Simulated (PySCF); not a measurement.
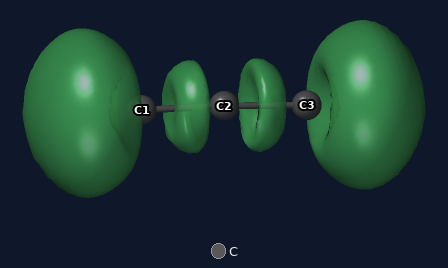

Figure. C$_{3}$ (Carbon trimer). Isosurface of the electron localisation function at 0.8 (green), seen from one side. Core shells and regions of very low density are left out.

Geometry: PBE0-D3(BJ)/def2-TZVP.

These are results of PBE0/pcSseg-2, SCF density, gas phase, non-relativistic in PySCF 2.14.0, not measurements.

### Where are the electrons localised?

The surface consists of two regions between bonded C–C atoms (shared pairs) and two lobes on C, pointing away from the bonds (lone pairs). Profiles from the grid: C–C (1.29 Å): the ELF peaks at about 0.95 between the atoms: a multiple bond.
